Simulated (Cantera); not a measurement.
Feed: 1 mol Si2H6, 1.4 mol N2O, 20 mol H2, at 0.100 bar.

Cantera equilibrium calculation (NASA polynomials, part measured and part estimated; ideal gas, pure solids and liquids). Candidate condensed phases: H2O, Si, SiO2, Si2N2O, Si3N4; 35 gas species. The feed counts by its element totals alone. Mutual solubility and eutectic melting of coexisting phases are not modelled. The tables hold silica as quartz up to 1696 K and as liquid above; real silica turns to tridymite and cristobalite and melts near 1996 K. Gases not in the tables: Si2H6 and higher silanes. Rates play no part.

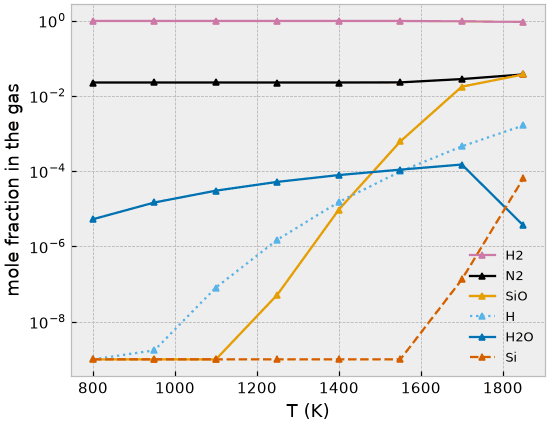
Equilibrium gas composition (values under 1e-9 drawn at 1e-9)

Question: Read off the mole fractions at 1550 K.

Answer: H2 about 0.98, N2 about 0.023, SiO about 0.00062, H2O about 0.00011, H about 9.8e-5.
